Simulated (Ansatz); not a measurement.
# C₂H₅AlBrN: Born-Oppenheimer dynamics

Aim: follow C₂H₅AlBrN for 20 steps with a Nosé-Hoover thermostat (1000 K) and see how far bonds stretch and how energy moves between motion and potential.

The runs use Ansatz 0.2.0, Gaussian basis; PBE/6-31G* with D3(BJ) dispersion.

## Step 1: The relaxed structure

The structure was relaxed beforehand with PBE0-D4 in a triple-zeta def2 set.

10 atoms, charge 0, spin multiplicity 1.

Atoms are counted from 1 here; the program's logs count them from 0.

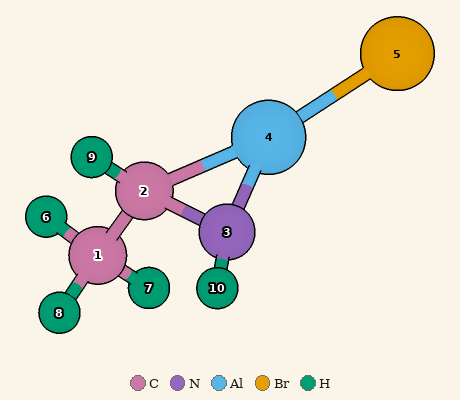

The structure; carbon pink, nitrogen purple, aluminium blue, bromine amber, hydrogen teal; atoms are numbered from 1 in the order of the file.

Geometry (Å):

```xyz
10
charge 0, multiplicity 1
C    -0.88972   -0.98409    0.40093
C     0.06039    0.17802    0.51853
N     1.30572    0.11903   -0.34727
Al    0.41932    1.50884   -0.81493
Br    0.34904    3.22889   -2.23677
H    -1.81685   -0.78483    0.94623
H    -1.14709   -1.20149   -0.63880
H    -0.45055   -1.89550    0.82917
H     0.27774    0.40211    1.56782
H     1.97520   -0.62217   -0.22193
```

## Step 2: The run

Input file in.yaml:

```yaml
crystal:
  periodic: [false, false, false]
  atoms:
    - {symbol: C, position_ang: [-0.889722, -0.984093, 0.400935]}
    - {symbol: C, position_ang: [0.060395, 0.178015, 0.518533]}
    - {symbol: N, position_ang: [1.305721, 0.119025, -0.347271]}
    - {symbol: Al, position_ang: [0.419321, 1.508841, -0.814925]}
    - {symbol: Br, position_ang: [0.349041, 3.228892, -2.236772]}
    - {symbol: H, position_ang: [-1.816851, -0.784826, 0.946230]}
    - {symbol: H, position_ang: [-1.147094, -1.201495, -0.638798]}
    - {symbol: H, position_ang: [-0.450548, -1.895503, 0.829172]}
    - {symbol: H, position_ang: [0.277741, 0.402112, 1.567820]}
    - {symbol: H, position_ang: [1.975198, -0.622170, -0.221925]}
basis:
  gaussian: {orbitals: "6-31G*"}
hamiltonian: {xc: {name: PBE}, dispersion: d3bj}
md: {timestep: 1 fs, n_steps: 20, ensemble: nvt_nose_hoover, temperature: 1000, initial_velocities: maxwell_boltzmann, seed: 525}
```

On the command line:

```
ansatz run in.yaml --threads 4 --pin off --events-out ev --progress --plain --max-ram 10444MiB
```

What it wrote (excerpt; [...] marks lines left out):

```text
Functional definition: PBE
  name "PBE"
  cite "Perdew, Burke & Ernzerhof, Phys. Rev. Lett. 77, 3865 (1996) doi:10.1103/PhysRevLett.77.3865"
  parent pbe
[...]
1288 factors; their error is unknown
[...]
mean field -80261.86093280 eV, -2949.5689858371 hartree, gradient 2.3e-5 eV, S^2 0.000000; 0 other end points of the search recorded, 0 dependent functions left out
[...]
reference -80261.86096990 eV, -2949.5689872006 hartree; 36, 36 occupied and 73, 73 virtual orbitals, 1288 factors
md step     0: t =     0.00 fs  T =  1000.0 K  F+E_penalty+E_count = -80262.07289488 eV  E_kin = 1.034080 eV  conserved = -80261.03881489 eV  (29 SCF iters)
[...]
md step     5: t =     5.00 fs  T =   583.1 K  F+E_penalty+E_count = -80261.63255777 eV  E_kin = 0.602982 eV  conserved = -80261.02987036 eV  (31 SCF iters, 3 dispersion substeps)
[...]
md step    10: t =    10.00 fs  T =   571.8 K  F+E_penalty+E_count = -80261.62139486 eV  E_kin = 0.591313 eV  conserved = -80261.03160029 eV  (32 SCF iters, 3 dispersion substeps)
[...]
md step    15: t =    15.00 fs  T =   550.4 K  F+E_penalty+E_count = -80261.59567907 eV  E_kin = 0.569154 eV  conserved = -80261.03090814 eV  (32 SCF iters, 3 dispersion substeps)
[...]
md step    19: t =    19.00 fs  T =   419.8 K  F+E_penalty+E_count = -80261.44817713 eV  E_kin = 0.434120 eV  conserved = -80261.02139579 eV  (32 SCF iters, 3 dispersion substeps)
[...]
md step    20: t =    20.00 fs  T =   467.1 K  F+E_penalty+E_count = -80261.49724657 eV  E_kin = 0.482974 eV  conserved = -80261.02239107 eV  (51 SCF iters, 3 dispersion substeps)
Total energy: -80261.49728347 eV, -2949.5556219706 hartree
Atom 0 at    -0.881139    -0.942575     0.345926 Å, force    -0.067160    -0.692660    -2.489032 eV/Å
Atom 1 at     0.038994     0.250278     0.577081 Å, force     0.280099    -0.750111     1.486196 eV/Å
Atom 2 at     1.400796     0.072178    -0.255971 Å, force    -1.498889     1.172045     0.284433 eV/Å
Atom 3 at     0.404285     1.473619    -0.816628 Å, force     0.777964     0.061846    -0.266404 eV/Å
Atom 4 at     0.345211     3.239161    -2.247619 Å, force    -0.019260    -0.186058     0.076536 eV/Å
Atom 5 at    -1.505787    -1.215520     1.139924 Å, force    -1.384030     0.042405     1.851641 eV/Å
Atom 6 at    -1.552079    -1.069466    -0.592473 Å, force     0.808744     1.064746     0.903173 eV/Å
Atom 7 at    -0.297039    -1.864849     0.215346 Å, force     0.750266    -0.227991     0.156734 eV/Å
Atom 8 at     0.214244     0.396032     1.724783 Å, force    -0.156024    -0.150085    -1.737975 eV/Å
Atom 9 at     1.516741    -0.924133    -0.410512 Å, force     0.508290    -0.334138    -0.265302 eV/Å
Dipole moment:    -0.239011    -0.281812     0.017608 e Å
```

It took 30 s on 4 threads of Arm Neoverse V1, shared host.

## Step 3: Frames and traces

Step by step, with energies from the first frame:

| time (fs) | T (K) | potential (meV) | conserved (meV) | C1–H7 (Å) |
| --- | --- | --- | --- | --- |
| 0.0 | 1000 | 0.0 | 0.00 | 1.093 |
| 1.0 | 905 | 104.7 | 6.87 | 1.058 |
| 2.0 | 753 | 272.8 | 17.16 | 1.043 |
| 3.0 | 666 | 360.3 | 15.05 | 1.056 |
| 4.0 | 635 | 386.9 | 8.92 | 1.089 |
| 5.0 | 583 | 440.3 | 8.95 | 1.128 |
| 6.0 | 498 | 531.1 | 11.70 | 1.160 |
| 7.0 | 415 | 620.2 | 14.86 | 1.176 |
| 8.0 | 384 | 655.8 | 18.41 | 1.173 |
| 9.0 | 448 | 588.6 | 16.65 | 1.150 |
| 10.0 | 572 | 451.5 | 7.22 | 1.114 |
| 11.0 | 638 | 377.9 | 1.69 | 1.074 |
| 12.0 | 586 | 439.5 | 8.79 | 1.046 |
| 13.0 | 506 | 532.0 | 17.49 | 1.042 |
| 14.0 | 503 | 531.7 | 14.32 | 1.065 |
| 15.0 | 550 | 477.2 | 7.91 | 1.103 |
| 16.0 | 563 | 464.9 | 7.46 | 1.144 |
| 17.0 | 519 | 513.6 | 10.18 | 1.175 |
| 18.0 | 453 | 585.8 | 13.66 | 1.189 |
| 19.0 | 420 | 624.7 | 17.42 | 1.184 |
| 20.0 | 467 | 575.6 | 16.42 | 1.161 |

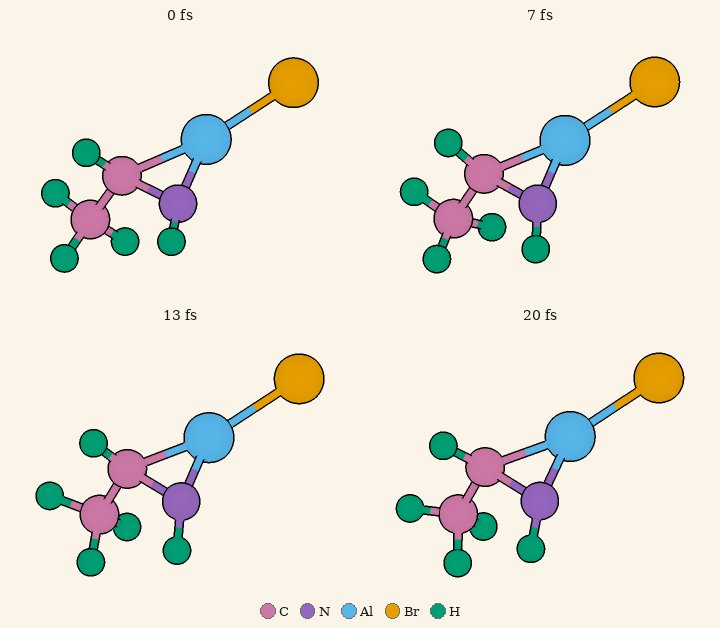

Four frames; sticks are those of the first frame.

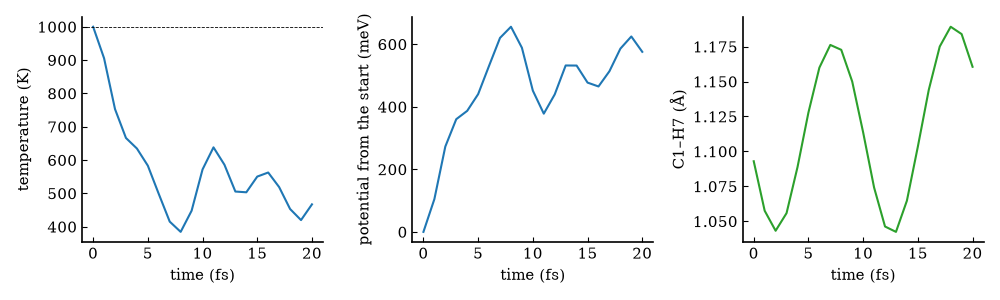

Temperature (the set value dashed), potential energy and the bond that swings most.

Positions (Å) and forces (eV/Å) at 20.0 fs:

```xyz
10

C    -0.881   -0.943    0.346   -0.067   -0.693   -2.489
C     0.039    0.250    0.577    0.280   -0.750    1.486
N     1.401    0.072   -0.256   -1.499    1.172    0.284
Al    0.404    1.474   -0.817    0.778    0.062   -0.266
Br    0.345    3.239   -2.248   -0.019   -0.186    0.077
H    -1.506   -1.216    1.140   -1.384    0.042    1.852
H    -1.552   -1.069   -0.592    0.809    1.065    0.903
H    -0.297   -1.865    0.215    0.750   -0.228    0.157
H     0.214    0.396    1.725   -0.156   -0.150   -1.738
H     1.517   -0.924   -0.411    0.508   -0.334   -0.265
```

## Step 4: Summary of results

| quantity | value |
| --- | --- |
| length | 20 steps of 1.0 fs |
| temperature, first and last frame | 1000, 467 K |
| temperature, second half | mean 525 K, from 420 to 638 K |
| swing of the potential | 656 meV |
| largest change of the conserved energy | 18.41 meV |
| range of C1–H7 | 1.042 to 1.189 Å |

**Reading.** From 1000 K at the start the temperature swings between 384 and 1000 K: with 10 atoms it has no steady value yet; energy flows between kinetic and potential parts, and any thermostat adds or takes heat. The conserved energy moves by 18.41 meV, 2.8 % of the potential's swing, so the step is short enough for this stretch. C1–H7 swings as far as any bond, by 0.15 Å; no bond breaks. A run of 20 fs gives no averages.
